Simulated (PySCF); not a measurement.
Consider Br$_{2}$O$_{2}$W.

```json
{"atom": "W", "x (Å)": "0.0000", "y (Å)": "0.0000", "z (Å)": "0.4175"}
{"atom": "O", "x (Å)": "0.9691", "y (Å)": "0.9691", "z (Å)": "1.4489"}
{"atom": "O", "x (Å)": "-0.9691", "y (Å)": "-0.9691", "z (Å)": "1.4489"}
{"atom": "Br", "x (Å)": "1.4426", "y (Å)": "-1.4426", "z (Å)": "-0.8960"}
{"atom": "Br", "x (Å)": "-1.4426", "y (Å)": "1.4426", "z (Å)": "-0.8960"}
```

Core potentials replace the inner electrons of W.

Computed with RKS PBE, W def2-SVP with ECP60, O def2-SVP, Br def2-SVP; non-relativistic Hamiltonian with scalar-relativistic core potentials where named; density fitting in PySCF 2.14.0.

> What will maps of the electron density and electron localisation function show?

W–Br (2.43 Å): ρ is about 0.63 e/Å³ halfway; the ELF peaks at about 0.75 in the valence shell of Br, 1.0 Å from its nucleus, and is about 0.50 at the midpoint.

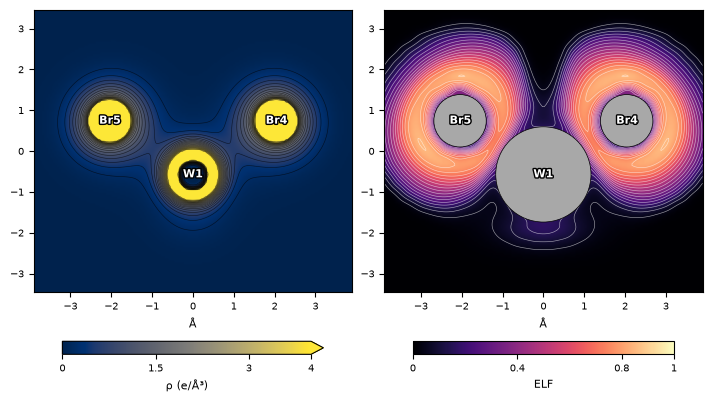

Computed electron density and electron localisation function on the plane of atoms Br4, W1 and Br5, in this order. Grey discs cover the atomic cores in the ELF map. 
